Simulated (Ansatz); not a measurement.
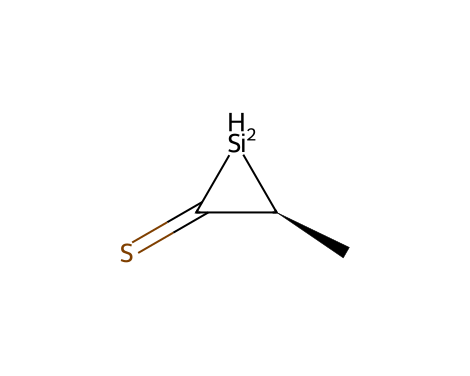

Question: Transcribe the drawing into SMILES.

Answer: C[C@@H]1[SiH2]C1=S

Question: What is the molecular formula?

Answer: C3H6SSi.

Question: An optimisation with PBE0-D4/def2-TZVP gave a structure of which point group?

Answer: C1.

The parts below concern this one geometry. Atoms keep their numbers from picture to picture. The computed structure is the end point of a PBE0-D4/def2-TZVP optimisation.

Shape

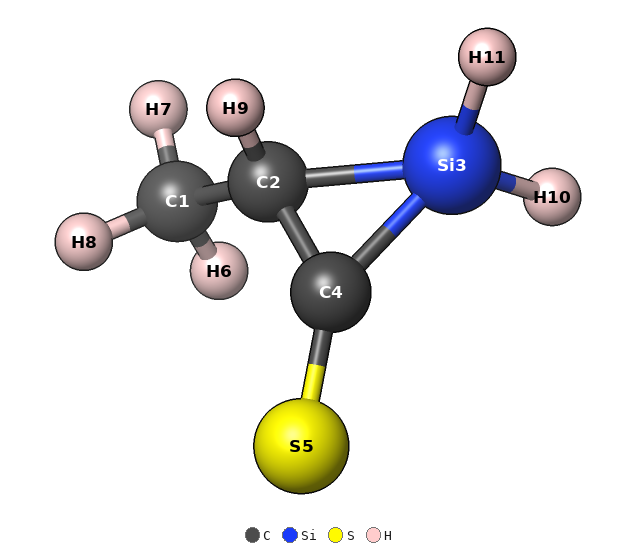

The atoms are numbered.

Estimate the angles C1–C2–Si3, C1–C2–H9, C2–C1–H6, C2–C1–H7, C2–Si3–C4, C2–C4–Si3, C2–C4–S5, Si3–C2–H9, Si3–C4–S5, C4–C2–H9, C4–Si3–H10, C4–Si3–H11.

```json
{"angle": "C1–C2–Si3", "degrees": "137.3"}
{"angle": "C1–C2–H9", "degrees": "114.3"}
{"angle": "C2–C1–H6", "degrees": "110.4"}
{"angle": "C2–C1–H7", "degrees": "111.2"}
{"angle": "C2–Si3–C4", "degrees": "46.2"}
{"angle": "C2–C4–Si3", "degrees": "69.3"}
{"angle": "C2–C4–S5", "degrees": "134.6"}
{"angle": "Si3–C2–H9", "degrees": "98.2"}
{"angle": "Si3–C4–S5", "degrees": "146.4"}
{"angle": "C4–C2–H9", "degrees": "110.6"}
{"angle": "C4–Si3–H10", "degrees": "117.8"}
{"angle": "C4–Si3–H11", "degrees": "123.6"}
```

Levels of theory compared

Program: Ansatz 0.2.0.

Compare HOMO energy (eV), HOMO–LUMO gap (eV), dipole (D) at these levels: B3LYP-D4/def2-TZVPP; PBE-D4/def2-TZVPP; r2SCAN-D4/def2-TZVPP; ωB97M-V/def2-TZVPP.

```json
{"level": "B3LYP-D4/def2-TZVPP", "HOMO energy (eV)": "−5.67", "HOMO–LUMO gap (eV)": "3.19", "dipole (D)": "2.99"}
{"level": "PBE-D4/def2-TZVPP", "HOMO energy (eV)": "−4.78", "HOMO–LUMO gap (eV)": "1.60", "dipole (D)": "2.83"}
{"level": "r2SCAN-D4/def2-TZVPP", "HOMO energy (eV)": "−4.96", "HOMO–LUMO gap (eV)": "1.85", "dipole (D)": "3.03"}
{"level": "ωB97M-V/def2-TZVPP", "HOMO energy (eV)": "−7.99", "HOMO–LUMO gap (eV)": "7.76", "dipole (D)": "3.02"}
```

Vibrations

Harmonic vibrations computed with RKS PBE0-D4/def2-TZVP (Ansatz 0.2.0) at a stationary point of the same level.

Question: How many vibrational modes are there, and where do they lie?

Answer: 27 modes: 134, 162, 211, 232, 398, 525, 571, 580, 616, 637, 804, 865, 921, 983, 1070, 1144, 1262, 1383, 1400, 1473, 1485, 2245, 2274, 3036, 3051, 3120, 3138 cm⁻¹.

Thermal motion

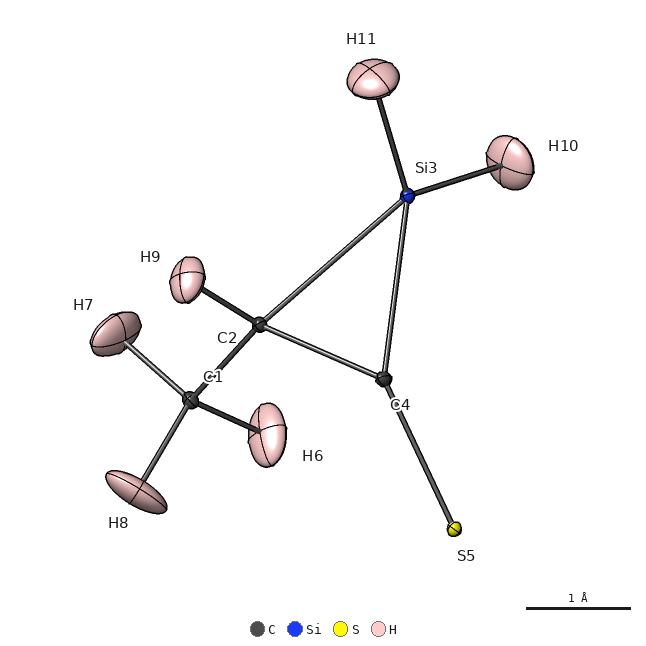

Displacement ellipsoids at the 50 % level, from the internal vibrations of the free molecule (harmonic, no overall translation or rotation; no half-axis is drawn under 0.075 Å). Vibrations computed with RKS PBE0-D4/def2-TZVP (Ansatz 0.2.0). Temperature: 0 K (zero-point motion alone).

List U_eq and the three principal root-mean-square amplitudes for each kind of atom.

| atom | U_eq (Å²) | rms amplitudes (Å) |
| --- | --- | --- |
| C1 | 0.0022 | 0.026, 0.047, 0.061 |
| C2 | 0.0019 | 0.037, 0.043, 0.050 |
| Si3 | 0.00073 | 0.015, 0.030, 0.032 |
| C4 | 0.0024 | 0.035, 0.046, 0.061 |
| S5 | 0.00072 | 0.015, 0.027, 0.035 |
| H6 | 0.0254 | 0.076, 0.143, 0.224 |
| H7 | 0.0231 | 0.090, 0.140, 0.204 |
| H8 | 0.0244 | 0.084, 0.136, 0.218 |
| H9 | 0.0164 | 0.084, 0.124, 0.164 |
| H10 | 0.0240 | 0.086, 0.169, 0.190 |
| H11 | 0.0222 | 0.089, 0.159, 0.183 |
